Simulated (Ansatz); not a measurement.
# Calculations on SiNH4F

**1. Relaxation**

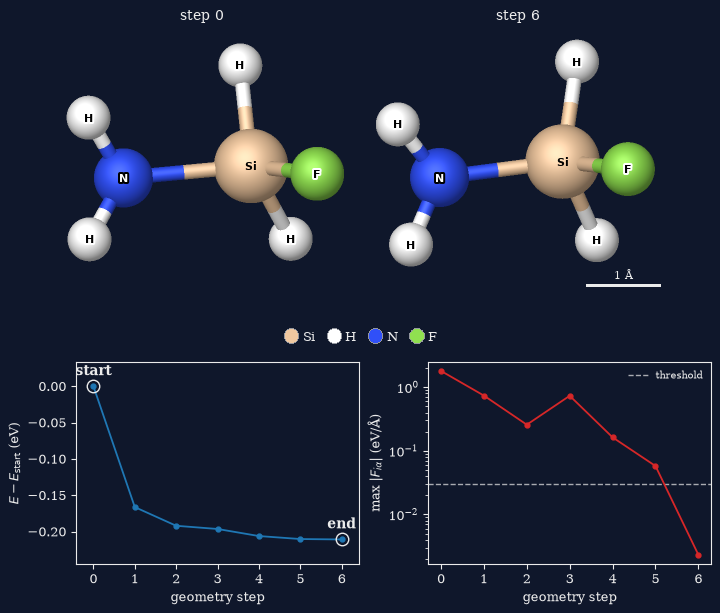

First and last geometry of a relaxation of SiNH$_{4}$F, with the history of the run. A ball-and-stick model, seen at a tilt.

The run prepares an end point of a later path (reaction) calculation, from a guessed geometry.

Computed with RKS r2SCAN-D4/6-31G* (Ansatz 0.2.0). Set-up: no spin polarisation; force threshold 0.03 eV/Å; at most 50 steps.

> Read the history and describe the run.

It converged. The atom that moves furthest after the best rigid fit is an H atom (0.30 Å). Largest moves by element: H 0.30 Å, F 0.10 Å, Si 0.09 Å, N 0.05 Å. Some distances before and after: N–Si 1.759 → 1.710 Å, H–Si 1.455 → 1.483 Å, H–Si 1.478 → 1.483 Å. Among the angles between lasting bonds that change: H–Si–N 90.9° → 107.2°, Si–N–H 115.0° → 121.1°, H–Si–F 112.0° → 106.8°. After 6 geometry steps the energy has fallen by 0.211 eV. Largest force component: 1.8 eV/Å at the start, 0.0023 eV/Å at the end.

| step | E − E(0), eV | largest force component, eV/Å |
| --- | --- | --- |
| 0 | 0.0000 | 1.8030 |
| 1 | -0.1663 | 0.7384 |
| 2 | -0.1920 | 0.2576 |
| 3 | -0.1964 | 0.7340 |
| 4 | -0.2061 | 0.1630 |
| 5 | -0.2102 | 0.0578 |
| 6 | -0.2108 | 0.0023 |

**2. Relaxation**

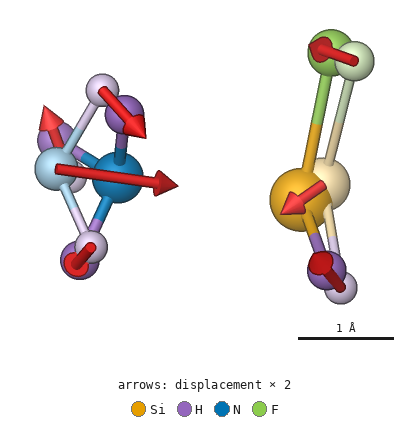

A relaxation of SiNH$_{4}$F. The starting structure is drawn faded, the final one solid; red arrows show the displacements, magnified 2 times. The two geometries are superimposed by the best rigid fit.

The picture is a ball-and-stick view, seen face on.

The run prepares an end point of a later path (reaction) calculation, from a guessed geometry.

The calculation used Ansatz, RKS r2SCAN-D4/6-31G*. (no spin polarisation; force threshold 0.03 eV/Å; at most 50 steps)

### Which element moves most?

Nitrogen: up to 0.68 Å, against 0.43 Å for hydrogen.

### What happened in the run?

Over 13 accepted moves (14 points after the start) the energy falls by 21.7 kcal/mol. The largest force component goes from 0.87 to 0.023 eV/Å. The line search rejected the trial step at point 8 of the run. The N atom moves most after the best rigid fit: 0.68 Å. By element the largest moves are N 0.68 Å, H 0.43 Å, F 0.40 Å, Si 0.30 Å. Near-neighbour distances that change, for instance: N–Si 3.007 → 2.084 Å, F–Si 1.632 → 1.659 Å, H–N 1.036 → 1.019 Å, H–N 1.017 → 1.022 Å.

Limits of the set-up: the start holds two separate molecules, 2.7 Å apart at their closest, whose relative position is a soft coordinate.

**3. Path**

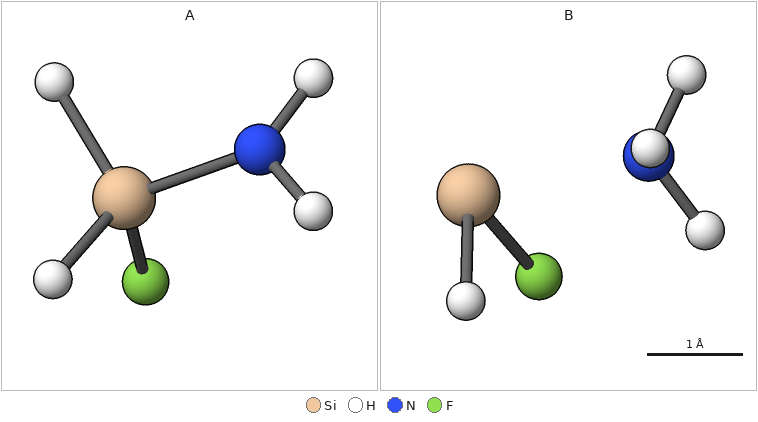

The two relaxed end points of a path for SiNH4F. Style: ball-and-stick. Shown at a tilt.

All numbers below come from RKS r2SCAN-D4/6-31G* (Ansatz).

Set-up: 9 movable images; climbing image; force threshold 0.05 eV/Å; iteration limit 60.

Start:
```xyz
7

Si    0.2332    0.0125    0.3059
H    -0.1322    0.3472    1.7040
N     1.9357   -0.1390    0.2508
H     2.3990   -0.5497   -0.5502
H     2.5352    0.5305    0.7169
F    -0.3903    1.1749   -0.6305
H    -0.3401   -1.2703   -0.1693
```

End:
```xyz
7

Si   -0.4742   -0.3165    0.1381
H     1.5852    0.4042    1.6381
N     1.5053    0.0043    0.7038
H     2.0723   -0.8435    0.6678
H     1.8873    0.6767    0.0361
F    -0.4798    1.2264   -0.4727
H     0.1445   -1.0457   -1.0837
```

Question: What barrier does the band find between them, and by what path?

Answer: The highest point, image 5, lies 3.20 eV above the start and 1.45 eV above the end; the end is at +1.75 eV relative to the start. A hydrogen atom shifts from one atom to another. Breaking: Si1–H2 (1.48 → 1.66 at the top → 2.65 Å). Forming: H2–N3 (2.57 → 1.36 at the top → 1.02 Å). The band converged in 15 iterations, with a climbing image at the top. At the top, the vibrational analysis gives one imaginary mode (1445i cm⁻¹), as a transition state must have.

Energies of the converged images:

```json
{"image": "0", "path (Å)": "0.00", "E (eV)": "0.000"}
{"image": "1", "path (Å)": "0.34", "E (eV)": "0.066"}
{"image": "2", "path (Å)": "0.68", "E (eV)": "0.403"}
{"image": "3", "path (Å)": "1.02", "E (eV)": "1.275"}
{"image": "4", "path (Å)": "1.36", "E (eV)": "2.514"}
{"image": "5", "path (Å)": "1.69", "E (eV)": "3.197"}
{"image": "6", "path (Å)": "2.29", "E (eV)": "2.074"}
{"image": "7", "path (Å)": "2.89", "E (eV)": "1.777"}
{"image": "8", "path (Å)": "3.49", "E (eV)": "1.781"}
{"image": "9", "path (Å)": "4.09", "E (eV)": "1.764"}
{"image": "10", "path (Å)": "4.69", "E (eV)": "1.745"}
```

The geometry at the top of the path:

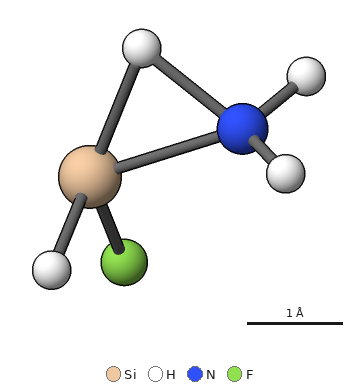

Cost: 4.8 min on 1 thread of AMD EPYC 7R43 64-Core Processor (Zen 3), with other jobs on the host, peak memory 0.12 GiB.
